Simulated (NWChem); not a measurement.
# RO-wB97X/jorge-TZP run of [AlH3]− (SMILES [AlH3-])

Aim: the energy difference between two shapes of [AlH3]− at RO-wB97X/jorge-TZP, from 2 runs. 

The results are computed with NWChem 7.3.0.

2 further runs of the same task are left out: 2 set aside as unsound or not needed.

### Step 1. The molecule

[AlH3]− has 4 atoms, charge -1, and is taken as a doublet. SMILES: `[AlH3-]`. The shape comes from GFN2-xTB, which is rough for such elements, and wasn't checked as a minimum.

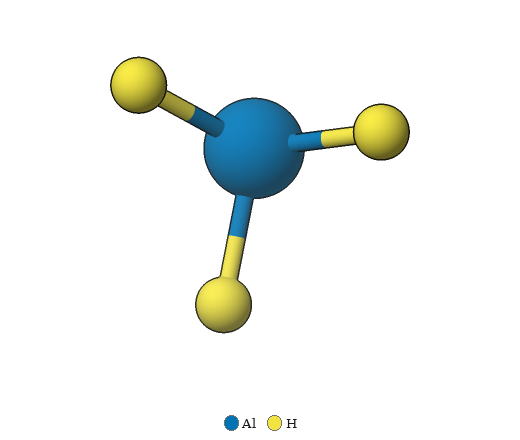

Viewed from a chosen angle; aluminium blue, hydrogen yellow.

### Step 2. A single-point energy at RO-wB97X/jorge-TZP

File test.nw:

```
start test
memory stack 880 mb heap 220 mb global 1100 mb
charge -1
geometry units angstrom
   zmatrix
     Al
     H 1 1.684043
     H 1 1.685121 2 101.07175
     H 1 1.684962 2 101.06986 3 -103.76603
   end
end
basis spherical bse
   Al library jorge-TZP
   H library jorge-TZP
end
dft
   xc wb97x
   mult 2
   rodft
   cgmin
   grid medium
   maxiter 100
   mulliken
end
task dft energy
```

Command:

```console
$ nwchem test.nw > test.out
```

The log of the run (excerpt; [...] marks lines left out):

```text
[...]
 Group name             C3
[...]
          Wavefunction type:  restricted open shell.
          No. of atoms     :     4
          No. of electrons :    17
[...]
          Charge           :    -1
          Spin multiplicity:     2
[...]
          AO basis - number of functions:    82
[...]
              XC Information
              --------------
                       wb97x  Method XC Functional
                     Hartree-Fock (Exact) Exchange  1.000
                         wb97x Exchange Functional  1.000
                      wb97x Correlation Functional  1.000
[...]
         Total DFT energy =     -244.192071737648
      One electron energy =     -368.008829311548
           Coulomb energy =      125.559032694351
    Exchange-Corr. energy =      -14.602684926542
 Nuclear repulsion energy =       12.860409806091
[...]
```

It took 7.2 s on 1 thread of AMD EPYC 9R45 (Zen 5), shared host; peak memory 0.11 GiB.

### Step 3. The distorted shape, same level

File sp.nw:

```
start sp
title "AlH3"
memory stack 880 mb heap 220 mb global 1100 mb
charge -1
geometry units angstrom
  zmatrix
    Al
    H 1 1.886333
    H 1 1.821263 2 100.62996
    H 1 1.432318 3 103.0669 2 104.44842
  end
end
basis spherical bse
  * library jorge-TZP
end
dft
  xc wb97x
  mult 2
  rodft
  cgmin
  grid medium
  maxiter 100
  mulliken
  print low
end
task dft energy
```

Command:

```console
$ nwchem sp.nw > sp.out
```

The log of the run (excerpt; [...] marks lines left out):

```text
[...]
         Total DFT energy =     -244.170861604578
      One electron energy =     -367.816225152614
           Coulomb energy =      125.424602355649
    Exchange-Corr. energy =      -14.603351461553
 Nuclear repulsion energy =       12.824112653939
[...]
```

Wall time 20 s (1 thread of AMD EPYC 9R45 (Zen 5), shared host); peak memory 0.11 GiB.

### Step 4. Summary of results

At RO-wB97X/jorge-TZP:

| quantity | value |
| --- | --- |
| first shape: total energy | -244.19207 Eh |
| distorted shape: total energy | -244.17086 Eh |
| energy change with the atoms displaced | 0.577 eV |

With the atoms displaced the energy rises by 0.58 eV (13.3 kcal/mol). The first shape isn't relaxed at this level, so the change isn't measured from a minimum. The HOMO (first shape) lies at positive energy, 1.45 eV; only total energies tell whether the electron is bound.
